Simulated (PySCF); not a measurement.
# C6H11N: the cost of one run

Programs: PySCF 2.14.0, with routines of our own; each step states its level. All values are computed. Atoms count from 0.

## Step 1: The system as given

18 atoms, charge 0, multiplicity 1; geometry from: GFN2-xTB.

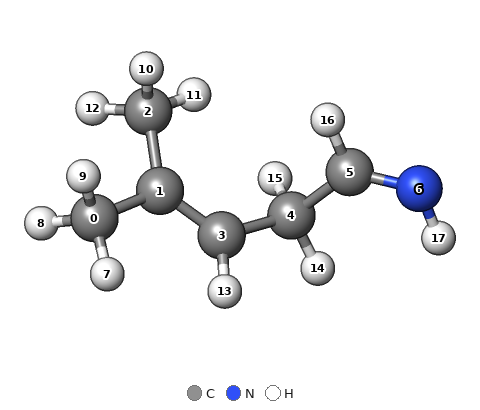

The starting geometry (carbon grey, nitrogen blue, hydrogen white).

## Step 2: Relaxing the molecule at CAM-B3LYP/def2-SV(P)

What the job is given:

```
{"job": {"xc": "CAM-B3LYP", "basis": "def2-SV(P)", "grid": 1, "kind": "geom"}, "charge": 0, "multiplicity": 1}
C     -1.763822     1.616384    -0.487862
C     -0.927070     0.426500    -0.119279
C     -1.488914    -0.880656    -0.591665
C      0.199178     0.566676     0.570500
C      1.138020    -0.526097     0.995462
C      2.121546    -0.812694    -0.107750
N      3.372236    -0.782678    -0.064069
H     -1.286244     2.545658    -0.189370
H     -2.737850     1.553082    -0.002890
H     -1.933411     1.640962    -1.563588
H     -1.504149    -0.900828    -1.681408
H     -0.911553    -1.732017    -0.245572
H     -2.517203    -0.991960    -0.247781
H      0.524275     1.563520     0.837116
H      1.674026    -0.228853     1.900582
H      0.588629    -1.446669     1.207259
H      1.676657    -1.066829    -1.066150
H      3.766890    -0.537184     0.844808
```

Launch:

```bash
$ OMP_NUM_THREADS=1 python excited_run.py task.json out
```

One launch serves the whole session: the jobs run in the order shown.

Q: Estimate the wall time and peak memory of this first job on 1 thread of Arm Neoverse N1, shared host.

About 2.1 min, with a peak of 0.62 GiB.
